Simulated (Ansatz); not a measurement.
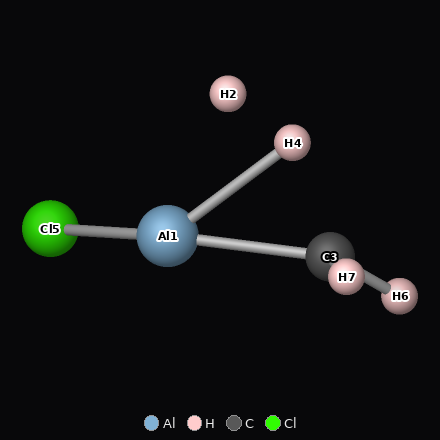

The system is the reacting system CH4AlCl; the picture shows the reference structure. 
- First axis: distance H2–H4 (bond that forms). Second axis: distance C3–H4 (bond that breaks).
- Relaxed at each point: all other coordinates.
- The grid has 13 × 13 points.
- Points are written as (first, second).
- All energies are given in eV relative to the lowest grid point.
- The reference is spin-restricted, so regions where a bond is pulled apart into radicals lie too high.
- All numbers below come from RKS SPW92 (LDA)/def2-SVP (Ansatz).

Its coordinates:

| atom | x (Å) | y (Å) | z (Å) |
| --- | --- | --- | --- |
| Al | -0.4903 | 0.9206 | -0.2624 |
| H | 1.4305 | 0.5214 | -0.6566 |
| C | -0.0329 | -0.6854 | 0.6184 |
| H | 0.9557 | -0.2599 | -0.2726 |
| Cl | -1.8578 | 1.5869 | -1.7030 |
| H | -0.6124 | -1.6220 | 0.7713 |
| H | 0.6072 | -0.4616 | 1.5047 |

Range: distance H2–H4 (bond that forms) from 0.666 to 2.466 Å; distance C3–H4 (bond that breaks) from 0.963 to 2.163 Å.

Q: What will the energy surface look like?

A: The lowest grid point is at (2.466 Å, 1.091 Å). It lies at the edge of the scanned range, so the true minimum may lie outside. The highest grid point, (0.666 Å, 0.963 Å), lies 6.21 eV above the lowest.

```csv
"second ↓, first →",0.666,0.747,0.858,0.984,1.122,1.269,1.423,1.584,1.750,1.922,2.099,2.280,2.466
2.163,3.23,2.87,2.74,2.81,2.95,3.07,3.13,3.13,3.10,3.05,2.98,2.92,2.86
2.039,3.28,2.90,2.73,2.77,2.86,2.94,2.97,2.95,2.90,2.83,2.76,2.68,2.62
1.918,3.35,2.94,2.73,2.71,2.76,2.79,2.79,2.74,2.67,2.58,2.50,2.41,2.35
1.801,3.45,3.00,2.73,2.65,2.64,2.62,2.57,2.49,2.40,2.30,2.20,2.12,2.04
1.686,3.59,3.09,2.75,2.59,2.50,2.42,2.33,2.21,2.10,1.98,1.87,1.78,1.70
1.575,3.76,3.19,2.77,2.52,2.35,2.20,2.06,1.91,1.77,1.63,1.52,1.42,1.34
1.468,3.97,3.33,2.80,2.46,2.20,1.98,1.78,1.59,1.42,1.27,1.15,1.04,0.96
1.365,4.21,3.49,2.86,2.41,2.06,1.77,1.51,1.28,1.09,0.92,0.78,0.67,0.58
1.267,4.49,3.69,2.96,2.41,1.97,1.60,1.29,1.02,0.80,0.62,0.47,0.35,0.25
1.175,4.82,3.96,3.13,2.49,1.96,1.53,1.17,0.88,0.64,0.44,0.27,0.14,0.04
1.091,5.22,4.31,3.42,2.70,2.10,1.62,1.22,0.90,0.64,0.43,0.25,0.11,0.00
1.017,5.72,4.79,3.85,3.07,2.42,1.90,1.47,1.12,0.85,0.62,0.44,0.29,0.17
0.963,6.21,5.28,4.32,3.51,2.83,2.28,1.83,1.47,1.18,0.95,0.76,0.60,0.48
```

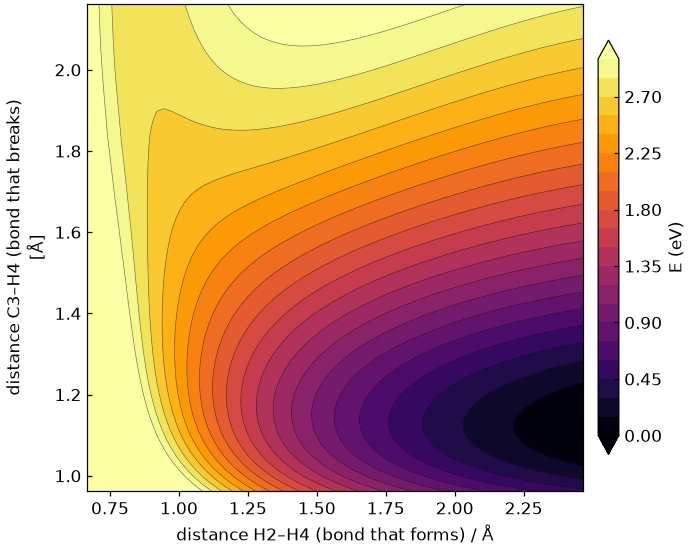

The picture shows filled contours, one colour for all values above the top of the scale. Between grid points the surface is interpolated.

Each point was launched as `ansatz run input.yaml --threads 1 --pin off --max-ram 2560MiB --backend cpu --events-out ev --progress --plain --runs-dir out`. The whole map (169 points run) took 19 min on 1 thread of Arm Neoverse V1 (shared host).
